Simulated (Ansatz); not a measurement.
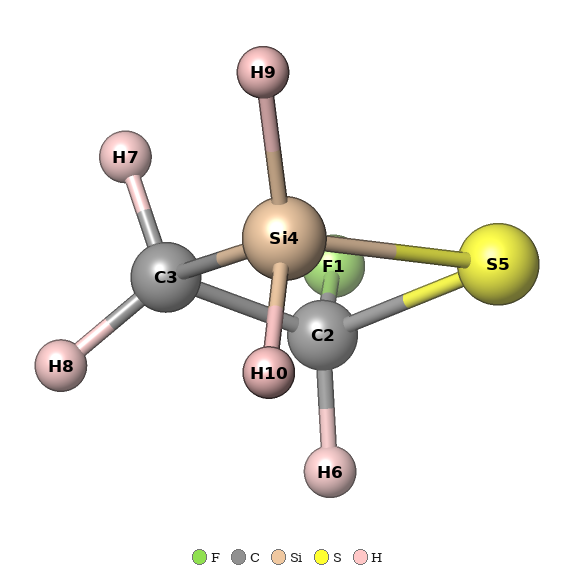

Depth is shown by fading: the farther an atom, the more it takes the colour of the background. The geometry was computed by an optimisation with PBE0-D4/def2-TZVP. No frequency run is at hand to confirm it as a minimum.

Q: How is the 4-membered ring C2–C3–Si4–S5 puckered?

A: It is puckered (butterfly). The Cremer–Pople amplitude Q is 0.20 Å.

Q: Give the torsion angles round the ring, beginning with the bond from its second to its third atom.

A: 13°, −11°, 14°, −15°.
